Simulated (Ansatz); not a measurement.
C$_{2}$H$_{3}$Cl$_{3}$Si (SMILES C=C[Si](Cl)(Cl)Cl)

Input file:

```
crystal:
  periodic: [false, false, false]
  atoms:
    - {symbol: C, position_ang: [-0.406759, 0.227447, 1.536199]}
    - {symbol: C, position_ang: [0.304089, -0.405639, 0.597418]}
    - {symbol: Cl, position_ang: [-0.407358, -1.684676, -2.250872]}
    - {symbol: Cl, position_ang: [2.007876, 0.559872, -1.936269]}
    - {symbol: Cl, position_ang: [-1.171931, 1.480907, -1.531976]}
    - {symbol: Si, position_ang: [0.183706, -0.023971, -1.201606]}
    - {symbol: H, position_ang: [-0.310599, -0.025114, 2.597420]}
    - {symbol: H, position_ang: [-1.113985, 1.024122, 1.282426]}
    - {symbol: H, position_ang: [1.003462, -1.199248, 0.890061]}
basis:
  gaussian:
    orbitals: def2-SVPD
output: {forces: true, orbitals: {seedname: orbitals}}
hamiltonian:
  xc: pbe0
```

Launched as:

```sh
ansatz run input.yaml --threads 2 --pin off --max-ram 5220MiB --events-out events.jsonl --progress --plain --runs-dir runs
```

Geometry: PBE0-D4/def2-SVP.

These are results of isolated molecule in a Gaussian basis; Kohn-Sham density functional theory, functional PBE0 (Ansatz 0.2.0), not measurements.

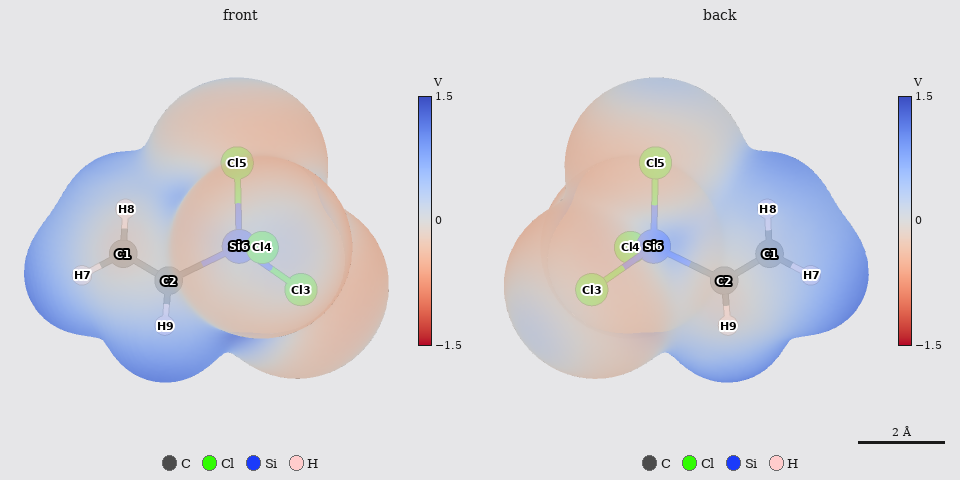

Figure 1. The electrostatic potential painted on the density surface at 0.001 e/bohr³, seen from the front and from behind; red is negative and blue positive.

**Which sites attract a positive test charge, and which a negative one?**

A positive charge is drawn to the negative regions and a negative charge to the positive ones. The most negative region (about −0.4 V) lies over Cl3, Cl4 and Cl5, the most positive (about +1.0 V) over Si6, H7 and H9. Cl3 shows a σ-hole: about +0.2 V at the tip opposite its bond, against about −0.3 V on its flanks. Cl4 shows a σ-hole: about +0.2 V at the tip opposite its bond, against about −0.3 V on its flanks. Cl5 shows a σ-hole: about +0.3 V at the tip opposite its bond, against about −0.2 V on its flanks.

**What dipole moment does the calculation give?**

Its dipole moment is 2.34 D.

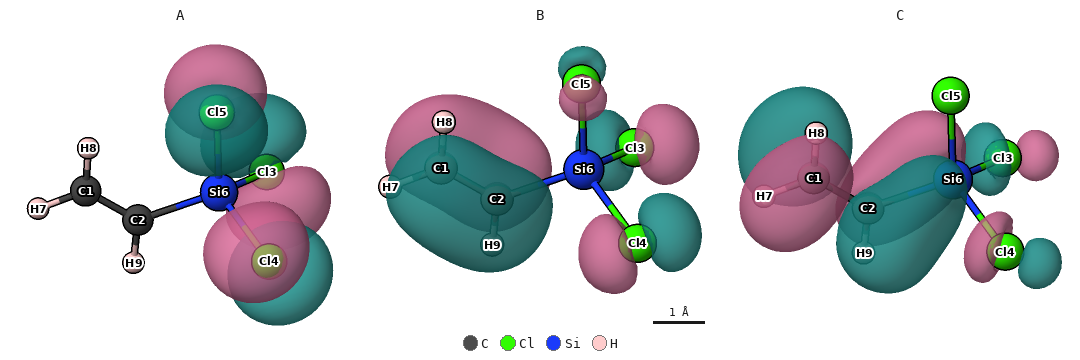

Figure 2. Three frontier orbitals at ±0.08 Å⁻³ᐟ² (teal and pink are the two phases), in no order.

**Order the three orbitals by energy and name them.**

A is the HOMO−1 (−9.27 eV). By Hirshfeld shares it lies mainly on Cl4 (about 35 %), Cl3 (about 35 %) and Cl5 (about 30 %); largely a combination of lone pairs on Cl4, Cl3 and Cl5. B is the HOMO (−8.72 eV). It lies mainly on C1 (about 35 %), C2 (about 35 %), Cl3 (about 10 %) and Cl4 (about 10 %); π-bonding across C1–C2. C is the LUMO (−1.36 eV). Its weight (Hirshfeld) is mainly on C1 (about 35 %), C2 (about 25 %) and Si6 (about 15 %); π-antibonding (π*) across C1–C2.

**What is the HOMO–LUMO gap?**

7.36 eV between the orbital energies.

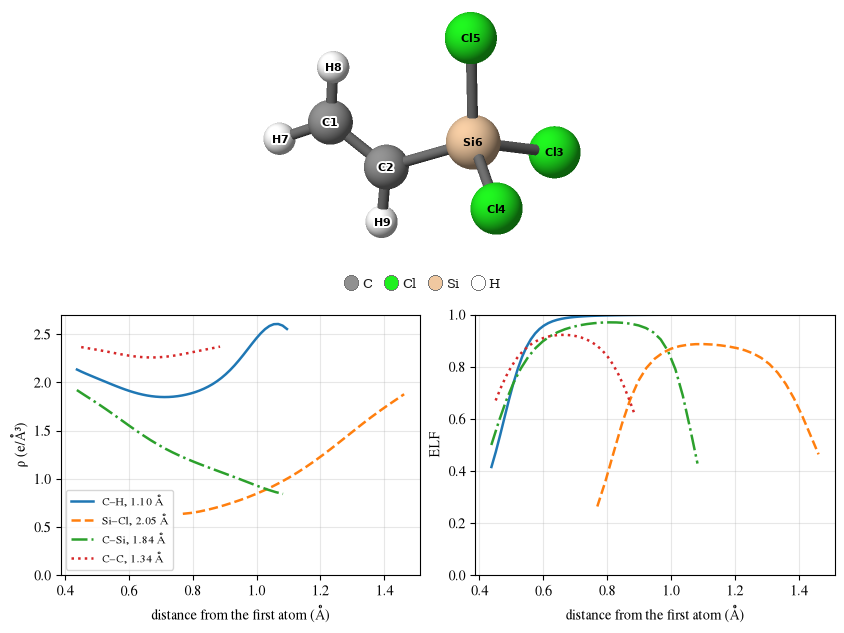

Figure 3. Total electron density and electron localisation function along straight lines between neighbouring atoms. The curves leave out the atomic cores. The structure is drawn too.

**What kind of bonding do the profiles show?**

C–H (1.10 Å): ρ at the midpoint is about 2 e/Å³; the ELF climbs to about 1 towards the hydrogen, as it does in any bond to H; an ordinary covalent bond to hydrogen.
Si–Cl (2.05 Å): ρ at the midpoint is about 0.88 e/Å³; the ELF peaks at about 0.90 between the atoms: a shared but strongly polarised pair.
C–Si (1.84 Å): ρ at the midpoint is about 1 e/Å³; the ELF peaks at about 0.95 between the atoms; localised, covalent bonding.
C–C (1.34 Å): the density is about 2.3 e/Å³ at the midpoint; the ELF peaks at about 0.90 between the atoms; a multiple bond.
